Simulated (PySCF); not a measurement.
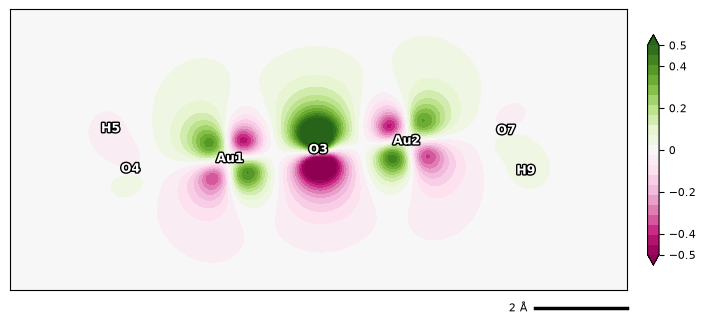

Au₂H₄O₃ (Au2(O)1(H2O)2). The HOMO−1 on the plane of atoms Au2, O7 and H9 (values in Å⁻³ᐟ²; the overall sign is arbitrary).

Core potentials replace the inner electrons of Au.

Theory: RKS B3LYP, Au def2-SVP with ECP60, O def2-SVP, H def2-SVP; non-relativistic Hamiltonian with scalar-relativistic core potentials where named; density fitting in PySCF.

```
atom    x (Å)    y (Å)    z (Å)
  Au   0.0000   0.0667   1.9184
  Au   0.0000  -0.0667  -1.9184
   O   0.0000   0.0000   0.0000
   O   0.0000   0.1573   4.0793
   H   0.7737  -0.3060   4.4348
   H  -0.7737  -0.3060   4.4348
   O   0.0000  -0.1573  -4.0793
   H   0.7737   0.3060  -4.4348
   H  -0.7737   0.3060  -4.4348
```

Question: What is the character of this orbital?

Answer: It lies mainly on O3 (about 60 %), Au1 (about 20 %) and Au2 (about 20 %); it is ungerade (odd under inversion). Its energy is −4.52 eV.
